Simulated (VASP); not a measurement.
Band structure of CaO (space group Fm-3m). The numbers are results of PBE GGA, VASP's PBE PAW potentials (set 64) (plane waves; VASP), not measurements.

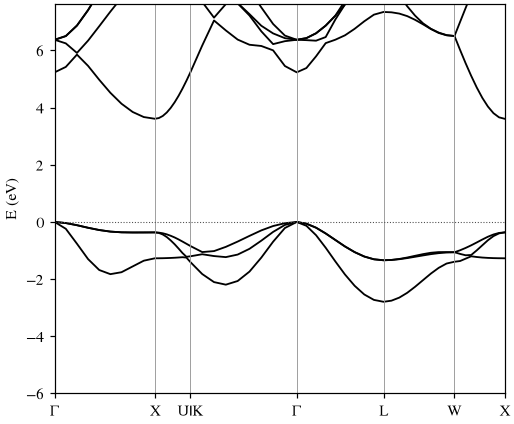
Figure. Bands along high-symmetry lines, zero at the valence-band maximum or, without a gap, the Fermi level

**Question.** Read the plot: is there a gap, and where are the band edges?

**Answer.** The gap is indirect, 3.61 eV, from the valence maximum at Γ to the conduction minimum at X.

The structure comes from a computed database's CaO entry; how it stands against other phases isn't given here. The cell was not relaxed at this level.
